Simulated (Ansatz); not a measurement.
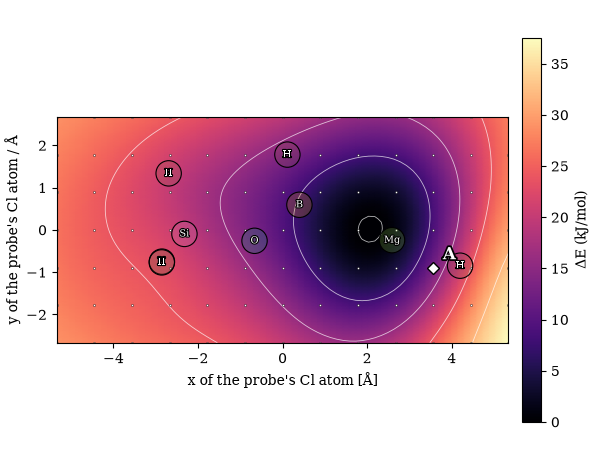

BH₅MgOSi (SMILES [MgH][BH]O[SiH3]) with the probe Cl-. The probe is moved over a plane parallel to the molecule's main plane, 4.30 Å above it. Coordinates scanned: (1) x of the probe's Cl atom; (2) y of the probe's Cl atom. Nothing is relaxed (molecule and probe rigid). The scan uses a 13 × 7 grid. Energies are in kJ/mol, from the lowest grid point. Theory: RHF/def2-SVPD (Ansatz).

The picture shows a smooth colour map with a few white contour lines, dots at the grid points, labelled circles for the molecule's atoms, projected on the plane, the point A. Between grid points the surface is interpolated.

### Is A at rest? If not, where is it pushed?

A, at x of the probe's Cl atom = 3.56 Å, y of the probe's Cl atom = −0.89 Å, is not a stationary point. The computed force is 0.14 eV/Å in the plane, pointing up and left in the picture (components −0.12 and 0.06 eV/Å).
